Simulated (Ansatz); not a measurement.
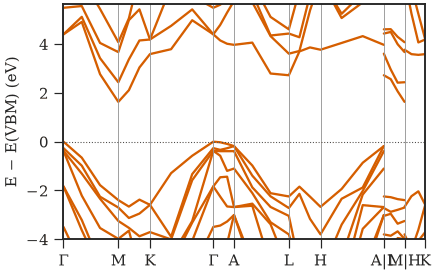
Fig. 1. Band structure from plane-wave PAW HSE06 (Ansatz code)

Read off the gap and where the band edges lie.

About 1.6 eV (1.63 eV among the points solved); maximum at Γ, minimum at M.

The material is SiC in space group P6_222 (No. 180; Si on 3d, C on 3c).

A made-up cell: these elements were put on the sites of a structure type; neither database checked (COD, Materials Project) lists it. It is not the phase usual at ambient conditions (space group No. 186, 216). Symmetry was held in the HSE06 relaxation; whether a distortion lowers the energy is not shown. The hybrid was solved on a coarse mesh, the path and, where they were found, the r²SCAN edge points; its band edges are the extreme levels among these.

Potentials: the later of the program's two PAW sets.
